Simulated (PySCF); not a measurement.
C₁₀H₁₁N, SMILES CC(C)c1cccc(C#N)c1 at its GFN2-xTB optimised geometry (Å):

```
22

C     -1.8737    -2.2842     1.2569
C     -2.1802    -1.4676    -0.0004
C     -1.8801    -2.2784    -1.2630
C     -1.4048    -0.1736     0.0000
C     -2.0682     1.0487    -0.0003
C     -1.3702     2.2458    -0.0003
C      0.0106     2.2469    -0.0001
C      0.6882     1.0277     0.0000
C      2.1021     1.0054     0.0002
N      3.2485     0.9830     0.0003
C     -0.0176    -0.1736     0.0000
H     -2.4871    -3.1821     1.2782
H     -2.0844    -1.7003     2.1504
H     -0.8289    -2.5836     1.2809
H     -3.2485    -1.2237     0.0029
H     -0.8350    -2.5761    -1.2943
H     -2.4924    -3.1769    -1.2848
H     -2.0966    -1.6907    -2.1527
H     -3.1489     1.0645    -0.0004
H     -1.9082     3.1821    -0.0005
H      0.5676     3.1718    -0.0001
H      0.5340    -1.1021    -0.0001
```

Computed with PBE/def2-SVP (PySCF). Cells within 0.4 Å of a nucleus heavier than hydrogen are left out (blank, or x).

Map of the electrostatic potential (hartree/e), clipped to [-0.08, 0.12] on the plane z = 1.0 Å:

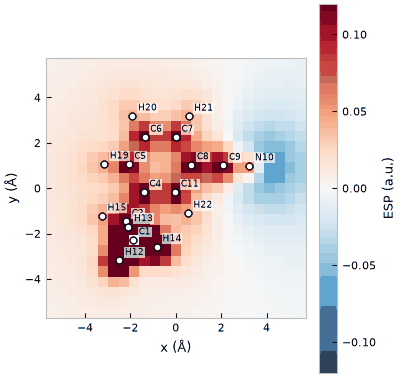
Fig. 1. Electrostatic potential (hartree/e), clipped to [-0.08, 0.12] on the plane z = 1.0 Å.
